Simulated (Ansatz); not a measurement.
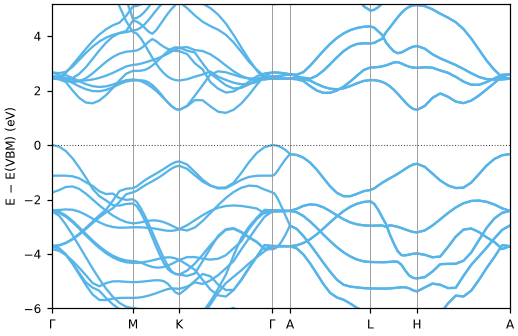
Figure: Band structure from plane-wave PAW r²SCAN+D4 (Ansatz code)

Read off the gap and where the band edges lie.

About 1.2 eV (1.18 eV by a search for the band edges); maximum at Γ, minimum on the K–Γ line, 48 % of the way from K.

The material is WS₂ in space group P6_3/mmc (No. 194; W on 2c, S on 4f).

The r²SCAN+D4 relaxation kept the symmetry of its start; of distortions, only those at the zone centre were tested. No spin polarisation was allowed. Scalar-relativistic: spin–orbit coupling is off unless named, which matters more the heavier the elements.

Potentials: the later of the program's two PAW sets.
